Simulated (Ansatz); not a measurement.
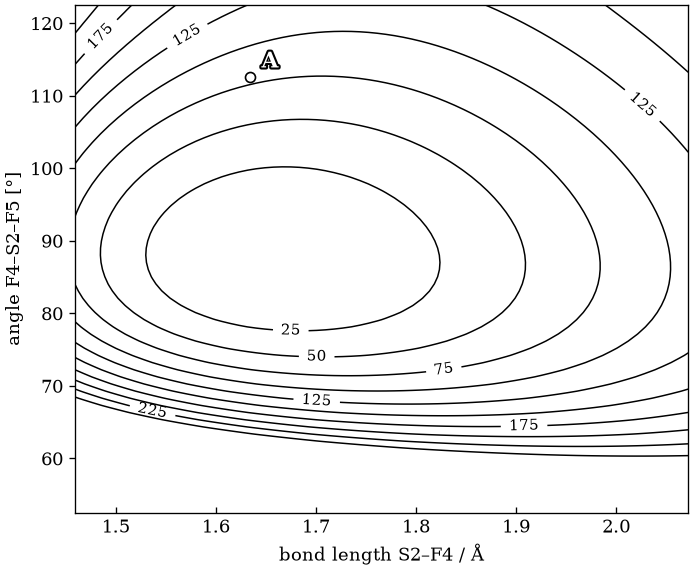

F₄S, SMILES FS(F)(F)F. First axis: bond length S2–F4. Second axis: angle F4–S2–F5. Nothing is relaxed (all other coordinates rigid). The grid has 15 × 15 points. Energies: kJ/mol, counted from the relaxed molecule at the same level. Computed with Ansatz 0.2.0, RKS PBE0-D4/def2-SVP.

Drawn: contour lines labelled in kJ/mol (none above 250), the point A. Between grid points the surface is interpolated.

Is A at rest? If not, where is it pushed?

Answer. A, at bond length S2–F4 = 1.634 Å, angle F4–S2–F5 = 112.5°, is not a stationary point. The computed force is 162 kJ/mol for each Å towards larger values of bond length S2–F4 and 4.7 kJ/mol for each degree towards smaller values of angle F4–S2–F5.
